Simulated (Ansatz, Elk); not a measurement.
**K2H4Ru: X-ray structure factors from the self-consistent density**

The structure of K2H4Ru used here is made up (a known structure type with other elements) and was relaxed beforehand with PBE. The aim is the Fourier transform of its all-electron density, F(hkl), set beside the sum over free spherical atoms that refinements use.

Program: Elk 11.2.3 (patched build). Level of theory: DFT, PBE, all-electron APW+lo, Dirac cores, scalar-relativistic bands, static density, no spin. Results are calculated unless marked as measured.

The structure was built from a prototype and need not be the compound's stable phase.

## 1. Set-up

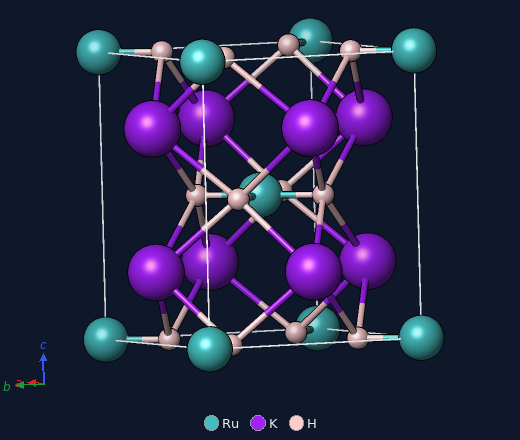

Start, viewed from a free direction; ruthenium teal, potassium purple, hydrogen pink. This picture shows the conventional cell, with its axes. Some periodic images of atoms are drawn too.

## 2. Ground state and structure factors

An all-electron density is needed, since X-rays see the cores too. Task 0 finds the density and task 195 Fourier-transforms it; tshift is off so that phases refer to the origin typed.

elk.in

```
tasks
  0
  195

xctype
  20

spinpol
  .false.

rgkmax
  7.0

gmaxvr
  14.0

lmaxo
  7

lmaxapw
  8

swidth
  0.002

tshift
  .false.

ramdisk
  .false.

hmaxvr
  5.5

maxscl
  120

epspot
  1e-06

sppath
  './'

avec
  -5.77104215832 5.77104215832 7.05042428211
  5.77104215832 -5.77104215832 7.05042428211
  5.77104215832 5.77104215832 -7.05042428211

atoms
  3
  'Ru.in'
  1
  0.0000000000 0.0000000000 0.0000000000   0.000000 0.000000 0.000000
  'K.in'
  2
  0.7500000000 0.2500000000 0.5000000000   0.000000 0.000000 0.000000
  0.2500000000 0.7500000000 0.5000000000   0.000000 0.000000 0.000000
  'H.in'
  4
  0.7992511243 0.7992511243 0.5985022486   0.000000 0.000000 0.000000
  0.7992511243 0.2007488757 0.0000000000   0.000000 0.000000 0.000000
  0.2007488757 0.2007488757 0.4014977514   0.000000 0.000000 0.000000
  0.2007488757 0.7992511243 0.0000000000   0.000000 0.000000 0.000000

ngridk
  5 5 5
```

Command:

```sh
$ OMP_NUM_THREADS=4 elk
```

Numbers of over 12 decimals in the logs are rounded to 6 here.

The program printed:

```text
┌─────────────────────────┐
│ Elk code version 11.2.3 │
└─────────────────────────┘

All units are atomic (Hartree, Bohr, etc.)

┌─────────────────────────────────────────────────┐
│ Ground-state run starting from atomic densities │
└─────────────────────────────────────────────────┘

Lattice vectors :
  -5.771042158       5.771042158       7.050424282
   5.771042158      -5.771042158       7.050424282
   5.771042158       5.771042158      -7.050424282

Reciprocal lattice vectors :
 -0.1849844693E-16  0.5443718080      0.4455891628
  0.5443718080     -0.1849844693E-16  0.4455891628
  0.5443718080      0.5443718080     -0.1176897429E-16

Unit cell volume      :    939.2554809
Brillouin zone volume :   0.2640923779

Muffin-tin inner radius fraction :   0.1000000000E-01

Nuclei treated as point charges

Species : 1 (Ru)
 parameters loaded from : Ru.in
 name : ruthenium
 nuclear charge    :   -44.00000000
 electronic charge :    44.00000000
 atomic mass :    184239.3393
 muffin-tin radius :    2.097431903
 number of radial points in muffin-tin :   1193
 inner part over the whole radius :   0.9923178094E-02
 number on inner part of muffin-tin    :    844
 approximate nuclear radius :   0.8462081736E-04
 number of mesh points to nuclear radius :    427
 atomic positions (lattice), magnetic fields (Cartesian) :
  1 :   0.00000000  0.00000000  0.00000000    0.00000000  0.00000000  0.00000000

Species : 2 (K)
 parameters loaded from : K.in
 name : potassium
 nuclear charge    :   -19.00000000
 electronic charge :    19.00000000
 atomic mass :    71271.84090
 muffin-tin radius :    2.400000000
 number of radial points in muffin-tin :    993
 inner part over the whole radius :   0.9891652203E-02
 number on inner part of muffin-tin    :    697
 approximate nuclear radius :   0.6514746337E-04
 number of mesh points to nuclear radius :    319
 atomic positions (lattice), magnetic fields (Cartesian) :
  1 :  -0.25000000  0.25000000  0.50000000    0.00000000  0.00000000  0.00000000
  2 :   0.25000000 -0.25000000  0.50000000    0.00000000  0.00000000  0.00000000

Species : 3 (H)
 parameters loaded from : H.in
 name : hydrogen
 nuclear charge    :   -1.000000000
 electronic charge :    1.000000000
 atomic mass :    1837.362221
 muffin-tin radius :    1.129386410
 number of radial points in muffin-tin :    393
 inner part over the whole radius :   0.9767877437E-02
 number on inner part of muffin-tin    :    256
 approximate nuclear radius :   0.2766748019E-04
 number of mesh points to nuclear radius :     79
 atomic positions (lattice), magnetic fields (Cartesian) :
  1 :  -0.20074888 -0.20074888 -0.40149775    0.00000000  0.00000000  0.00000000
  2 :  -0.20074888  0.20074888  0.00000000    0.00000000  0.00000000  0.00000000
  3 :   0.20074888  0.20074888  0.40149775    0.00000000  0.00000000  0.00000000
  4 :   0.20074888 -0.20074888  0.00000000    0.00000000  0.00000000  0.00000000

Total number of atoms per unit cell :    7
Total muffin-tin volume :    178.5985236
 ratio of muffin-tin to unit cell volume :   0.1901490353

Spin treatment :
 spin-unpolarised

Number of Bravais lattice symmetries :   16
Number of crystal symmetries         :   16
Crystal has inversion symmetry
Real symmetric eigensolver will be used

k-point grid :      5     5     5
k-point offset :    0.000000000       0.000000000       0.000000000
k-point set is reduced with full crystal symmetry group
Total number of k-points :       18

Muffin-tin radius times maximum |G+k| :    7.000000000
 using average radius
Maximum |G+k| for APW functions       :    4.292605905
Maximum (1/2)|G+k|²                   :    9.213232728
Maximum |G| for potential and density :    14.00000000
Constant for pseudocharge density :    8
 order of it for each species :   15  15  13
 order of it for pair densities of each species (exact exchange by exxq0 0: 16) :   15  15   4
Radial integration step length :    1

G-vector grid sizes :     49    49    49
Number of G-vectors :    43623

[...]
at k-point 16

Charges :
 core                        :    48.00000000
 valence                     :    38.00000000
 interstitial                :    7.312940803
 muffin-tins (core leakage)
  species : 1 (Ru)
   atom 1                    :    40.95257286     (  0.2827377827E-05)
  species : 2 (K)
   atom 1                    :    17.54549718     ( -0.1025487748E-06)
   atom 2                    :    17.54549718     ( -0.1025487748E-06)
  species : 3 (H)
   atom 1                    :   0.6608729967     (   0.000000000    )
   atom 2                    :   0.6608729967     (   0.000000000    )
[...]
total in muffin-tins        :    78.68705920
 total calculated charge     :    85.99969919
 total charge                :    86.00000000
 error                       :   0.3008112579E-03

RMS change in Kohn-Sham potential (target) :    109.4030838     (  0.1000000000E-05)
Absolute change in total energy (target)   :    1.184924477     (  0.1000000000E-03)

[... loops 3 to 31 left out ...]

┌──────────────────┐
│ Loop number : 32 │
└──────────────────┘

Energies :
 Fermi                       :     0.30336161624047E-01
 sum of occupied eigenvalues :     -3411.5567239035
 electron kinetic            :      5929.6531744065
 core electron kinetic       :      5726.9965080166
 Coulomb                     :     -11465.942472431
 Coulomb potential           :     -9078.3970128036
 nuclear-nuclear             :     -504.85728911449
 electron-nuclear            :     -12849.912339112
 Hartree                     :      1888.8271557951
 Madelung                    :     -6926.7439660294
 xc potential                :     -262.81288550637
 exchange                    :     -198.17897538933
 correlation                 :     -3.908207
 electron entropic           :    -0.70060675225428E-02
 total energy                :     -5738.3834864075

Density of states at Fermi energy :    559.4919336
 (states/Hartree/unit cell)

Estimated indirect band gap :   0.4590895255E-03
 from k-point 15 to k-point 6
Estimated direct band gap   :   0.2519731733E-02
 at k-point 9

Charges :
 core                        :    48.00000000
 valence                     :    38.00000000
 interstitial                :    7.312769344
 muffin-tins (core leakage)
  species : 1 (Ru)
[...]
species : 2 (K)
[...]
species : 3 (H)
[...]
total in muffin-tins        :    78.68723066
 total calculated charge     :    85.99971800
 total charge                :    86.00000000
 error                       :   0.2819986075E-03

RMS change in Kohn-Sham potential (target) :   0.7327248475E-06 (  0.1000000000E-05)
Absolute change in total energy (target)   :   0.5427464203E-06 (  0.1000000000E-03)

Convergence targets achieved

┌──────────────────┐
│ Loop number : 33 │
└──────────────────┘

Energies :
 Fermi                       :     0.30336160142693E-01
 sum of occupied eigenvalues :     -3411.5567240446
 electron kinetic            :      5929.6531745497
 core electron kinetic       :      5726.9965079316
 Coulomb                     :     -11465.942472703
 Coulomb potential           :     -9078.3970121240
 nuclear-nuclear             :     -504.85728911449
 electron-nuclear            :     -12849.912340339
 Hartree                     :      1888.8271567509
 Madelung                    :     -6926.7439666409
 xc potential                :     -262.81288647024
 exchange                    :     -198.17897542392
 correlation                 :     -3.908207
 electron entropic           :    -0.70060668905085E-02
 total energy                :     -5738.3834865713

Density of states at Fermi energy :    559.4918629
 (states/Hartree/unit cell)

Estimated indirect band gap :   0.4590897445E-03
 from k-point 15 to k-point 6
Estimated direct band gap   :   0.2519734251E-02
 at k-point 9

Charges :
 core                        :    48.00000000
 valence                     :    38.00000000
 interstitial                :    7.312769309
 muffin-tins (core leakage)
  species : 1 (Ru)
   atom 1                    :    41.23778500     (  0.2719442524E-05)
  species : 2 (K)
   atom 1                    :    17.59878429     ( -0.1016895155E-06)
   atom 2                    :    17.59878429     ( -0.1016895155E-06)
  species : 3 (H)
[...]
atom 2                    :   0.5629692789     (   0.000000000    )
   atom 3                    :   0.5629692789     (   0.000000000    )
   atom 4                    :   0.5629692789     (   0.000000000    )
 total in muffin-tins        :    78.68723069
 total calculated charge     :    85.99971800
 total charge                :    86.00000000
 error                       :   0.2819986037E-03

┌──────────────────────────────┐
│ Self-consistent loop stopped │
└──────────────────────────────┘

Wrote STATE.OUT
```

Run time: 2.8 min. Hardware: 4 threads of Arm Neoverse V2, shared host; peak memory 0.48 GiB.

SFACRHO.OUT:

```text

h k l indices transformed by vhmat matrix:
   1.000000000       0.000000000       0.000000000    
   0.000000000       1.000000000       0.000000000    
   0.000000000       0.000000000       1.000000000    

      h      k      l  multipl.   |H|            Re(F)            Im(F)           |F|

      0      0      0      1   0.0000000       86.000000      0.73925719E-15   86.000000    
      0      1      0      8  0.70348445       41.729610      0.76375712E-16   41.729610    
      0      0      1      4  0.76985799       7.4675102      0.17627784E-13   7.4675102    
      1      1     -1      2  0.89117833       10.988823     -0.16105245E-13   10.988823    
     -1      1     -1      4   1.0887436       64.079297      0.15376977E-13   64.079297    
     -2      0      1      8   1.1776588       65.446232     -0.15052380E-13   65.446232    
     -1      2      0     16   1.2962457       34.396536     -0.38187856E-16   34.396536    
      0      2     -2      8   1.4069689       5.6296897     -0.35317402E-13   5.6296897    
     -1     -2      2      8   1.4433600       34.712642     -0.25458571E-16   34.712642    
      0      0     -2      4   1.5397160       59.943365      0.30387478E-13   59.943365    
      2     -1      1      8   1.6928130       30.491461      0.38187856E-16   30.491461    
     -2      2     -1      8   1.7214548       7.1615267     -0.18686591E-13   7.1615267    
      1      1     -3      8   1.7790234       8.6727853     -0.49456940E-13   8.6727853    
     -2     -2      2      2   1.7823567       56.410603     -0.27195888E-13   56.410603    
      2      1     -3     16   1.8079410       30.777339      0.25458571E-16   30.777339    
      3     -1      0     16   1.9384544       52.269977     -0.95851519E-14   52.269977    
     -2     -2      3      8   1.9415140       7.9328093      0.47587312E-13   7.9328093    
      0     -1      3     16   2.0127042       30.508029      -0.0000000       30.508029
```

Elk indexes on the primitive cell of elk.in and gives |H| = 4π sin θ/λ in inverse bohr. Below, one row stands for each form hkl of the conventional cell (m members, Friedel mates merged), F is for one primitive cell and the density is static (no thermal factor). Free-atom factors are Waasmaier and Kirfel's, and R is Σm||F|−|F'||/Σm|F|.

```csv
hkl,m,sin θ/λ (Å⁻¹),"abs F, DFT",neutral atoms,diff.
101,8,0.106,41.730,41.423,+0.307
110,4,0.116,7.468,7.663,-0.195
002,2,0.134,10.989,10.218,+0.771
200,4,0.164,64.079,64.886,-0.807
112,8,0.177,65.446,65.444,+0.002
211,16,0.195,34.397,34.882,-0.485
202,8,0.212,5.630,6.221,-0.592
103,8,0.217,34.713,34.658,+0.054
220,4,0.232,59.943,59.967,-0.023
301,8,0.255,30.491,31.029,-0.538
310,8,0.259,7.162,7.522,-0.360
222,8,0.268,8.673,8.693,-0.020
004,2,0.268,56.411,56.230,+0.181
213,16,0.272,30.777,30.933,-0.155
312,16,0.291,52.270,52.379,-0.109
114,8,0.292,7.933,8.004,-0.071
321,16,0.303,30.508,30.388,+0.120
204,8,0.314,49.662,49.784,-0.122
```

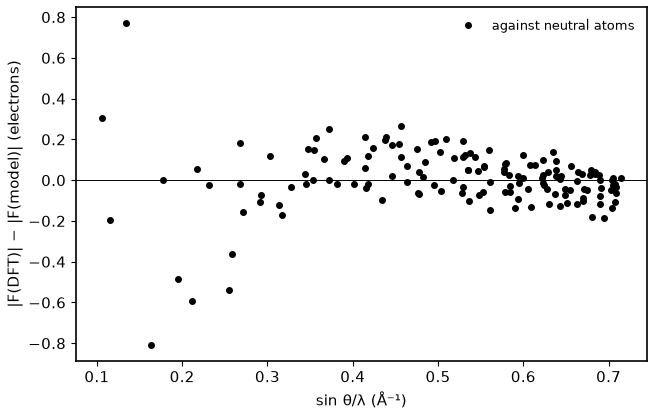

Difference between the calculated structure factors and the independent-atom ones.

## 3. The highest occupied states alone

An energy window below the Fermi level keeps the highest occupied states, to see at which angles they scatter; shallow core shells can lie inside it and anion s states outside. No new self-consistency is needed.

Changes to elk.in since step 2:

```diff
@@ -1,3 +1,2 @@
 tasks
-  0
   195
@@ -40,2 +39,5 @@
 
+wsfac
+  -0.410660 0.330340
+
 sppath
```

Command:

```sh
$ OMP_NUM_THREADS=4 elk
```

The program printed:

```text
┌─────────────────────────────────┐
│ Elk code version 11.2.3 started │
└─────────────────────────────────┘

Info(readinput): the functional depends on the density's gradient
 muffin-tin radial points multiplied by    2.00000
 (not where nrmtscf is given)

┌────────────────────┐
│ Current task : 195 │
└────────────────────┘
Info(checkmt): changed muffin-tin radius of species 1 (Ru) from   2.6000 to   2.0974
Info(checkmt): changed muffin-tin radius of species 3 (H) from   1.4000 to   1.1294

Info(sfacrho): density structure factors written to SFACRHO.OUT

 Energy window :  -0.4106600000      0.3303400000

┌──────────────────┐
│ Elk code stopped │
└──────────────────┘
```

Run time: 13 s. Hardware: 4 threads; peak memory 0.19 GiB.

States within 12 eV below the Fermi level hold 14.00 electrons; any levels below the window count with the cores. Their amplitudes can exceed the total, where window and core parts have opposite phase:

```csv
hkl,sin θ/λ (Å⁻¹),"abs F, window","abs F, all"
101,0.106,6.873,41.730
110,0.116,5.299,7.468
002,0.134,8.219,10.989
200,0.164,1.026,64.079
112,0.177,3.597,65.446
211,0.195,1.947,34.397
202,0.212,0.446,5.630
103,0.217,2.971,34.713
220,0.232,3.134,59.943
301,0.255,0.015,30.491
```

## 4. Another functional

The difference from free atoms is small, so it is set against the change that LDA (Perdew-Wang) makes.

Changes to elk.in since step 3:

```diff
@@ -1,2 +1,3 @@
 tasks
+  0
   195
@@ -4,3 +5,3 @@
 xctype
-  20
+  3
 
@@ -39,5 +40,2 @@
 
-wsfac
-  -0.410660 0.330340
-
 sppath
```

Command:

```sh
$ OMP_NUM_THREADS=4 elk
```

The program printed:

```text
┌─────────────────────────┐
│ Elk code version 11.2.3 │
└─────────────────────────┘

All units are atomic (Hartree, Bohr, etc.)

┌─────────────────────────────────────────────────┐
│ Ground-state run starting from atomic densities │
└─────────────────────────────────────────────────┘

Lattice vectors :
  -5.771042158       5.771042158       7.050424282
   5.771042158      -5.771042158       7.050424282
   5.771042158       5.771042158      -7.050424282

Reciprocal lattice vectors :
 -0.1849844693E-16  0.5443718080      0.4455891628
[...]
species : 2 (K)
   atom 1                    :    17.58651962     ( -0.3353611589E-05)
   atom 2                    :    17.58651962     ( -0.3353611589E-05)
  species : 3 (H)
[...]
atom 3                    :   0.5399010616     (   0.000000000    )
   atom 4                    :   0.5399010616     (   0.000000000    )
 total in muffin-tins        :    78.56431574
 total calculated charge     :    85.99972943
 total charge                :    86.00000000
 error                       :   0.2705691991E-03

┌──────────────────────────────┐
│ Self-consistent loop stopped │
└──────────────────────────────┘

Wrote STATE.OUT
[key lines of the parts left out:]
total energy                :     -5730.8656251894
```

Wall time 89 s (4 threads); peak memory 0.49 GiB; 5.1 min of CPU time.

Against the first run R = 0.09 %; the largest change is -0.111 at 002.

## 5. Basis size

A smaller basis shows how fast F responds to it; the change is likely larger than the basis error of the first run, but doesn't show convergence.

Changes to elk.in since step 4:

```diff
@@ -5,3 +5,3 @@
 xctype
-  3
+  20
 
@@ -11,3 +11,3 @@
 rgkmax
-  7.0
+  5.5
```

Command:

```sh
$ OMP_NUM_THREADS=4 elk
```

The program printed:

```text
┌─────────────────────────┐
│ Elk code version 11.2.3 │
└─────────────────────────┘

All units are atomic (Hartree, Bohr, etc.)

┌─────────────────────────────────────────────────┐
│ Ground-state run starting from atomic densities │
└─────────────────────────────────────────────────┘

Lattice vectors :
  -5.771042158       5.771042158       7.050424282
   5.771042158      -5.771042158       7.050424282
   5.771042158       5.771042158      -7.050424282

Reciprocal lattice vectors :
 -0.1849844693E-16  0.5443718080      0.4455891628
[...]
species : 2 (K)
   atom 1                    :    17.59820774     ( -0.1016955871E-06)
   atom 2                    :    17.59820774     ( -0.1016955871E-06)
  species : 3 (H)
[...]
atom 3                    :   0.5597308803     (   0.000000000    )
   atom 4                    :   0.5597308803     (   0.000000000    )
 total in muffin-tins        :    78.64587985
 total calculated charge     :    85.99967852
 total charge                :    86.00000000
 error                       :   0.3214846771E-03

┌──────────────────────────────┐
│ Self-consistent loop stopped │
└──────────────────────────────┘

Wrote STATE.OUT
[key lines of the parts left out:]
total energy                :     -5738.3593129279
```

It took 78 s on 4 threads; peak memory 0.24 GiB.

Against the first run R = 0.03 %; the largest change is +0.019 at 307.

## 6. Settings against the effect

```csv
run,R against the first run (%),"R against neutral atoms, low angle (%)",wall time
"PBE, rgkmax 7",0.00,0.81,2.8 min
LDA (Perdew-Wang),0.09,0.77,89 s
rgkmax 5.5,0.03,0.82,78 s
```

## 7. Outcome

```yaml
r_against_neutral_atoms_sin_theta_lambda_0p3_a_minus1: 0.81 %
r_against_neutral_atoms_0p3_to_0p71_a_minus1: 0.35 %
```

**Reading.** Independent neutral atoms miss the calculated amplitudes by R = 0.81 % below 0.3 Å⁻¹ and 0.35 % from there to 0.71 Å⁻¹; by shells, 1.24 % below 0.15 Å⁻¹ (3 forms), 0.76 % 0.15 to 0.3 (13 forms), 0.39 % 0.3 to 0.45 (28 forms), 0.33 % above 0.45 (105 forms). Bonding, aspherical density and the tables' own atoms all enter these figures, and the runs don't part them. The largest change of an amplitude is -0.81 electrons, at 200. The window's part falls from 14.0 electrons at the origin to at most 0.55 between 0.45 and 0.71 Å⁻¹. Below 0.3 Å⁻¹ the changes that finished (LDA (Perdew-Wang) and rgkmax 5.5) move F by R = 0.12 % at most, against the 0.81 % that separates it from free atoms. The k-mesh has no finished test. These runs have no spin, though d or f shells may be open. Part of the difference isn't bonding: the tables are fits to free atoms and ions calculated by other methods than this functional. Thermal motion, anomalous dispersion and extinction are left out.

[Logs are printed without paths, hosts, clocks, repeated set-up lines and the standing remarks that a program may print on its own settings, such as how far it seeks lower states.]

[Hosts, paths, dates, database ids (printed as entryN), source tags and the programs' standing remarks are cut or masked in the printed files.]
